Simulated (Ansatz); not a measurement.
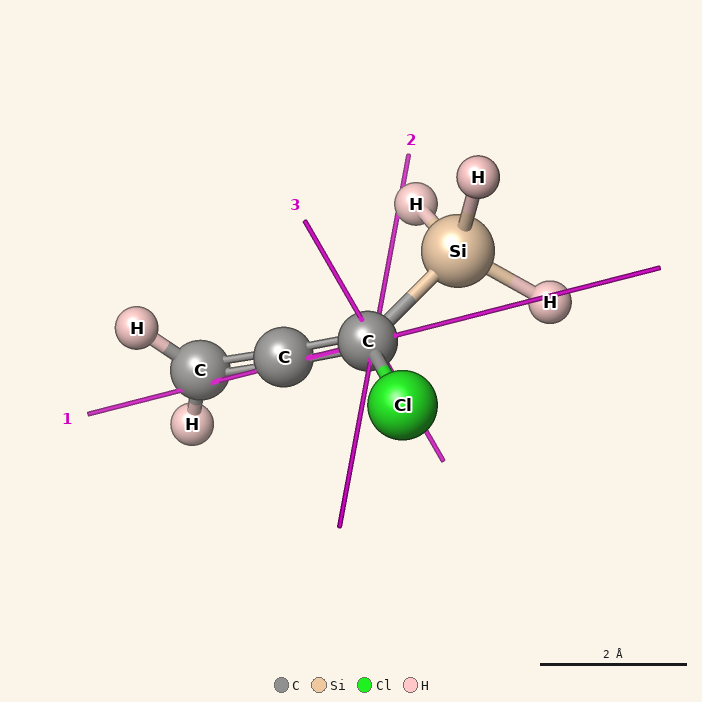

The three principal axes of inertia are drawn and numbered. Depth is shown by fading: the farther an atom, the more it takes the colour of the background. Computed geometry: PBE0-D4/def2-TZVP optimisation. No frequency run is at hand to confirm it as a minimum. Masses are those of the most abundant isotopes; constants are for the rigid equilibrium geometry.

Q: Which line is the a axis (least moment of inertia), which b and which c?

A: a is line 1, b is line 2, c is line 3; the moments are 164, 190, 344 u Å².

Q: What kind of rotor is it, and what are its rotational constants in GHz?

A: An asymmetric top (Cs): A = 3.08, B = 2.66, C = 1.47 GHz. Ray's parameter κ is 0.48, nearer the oblate limit.
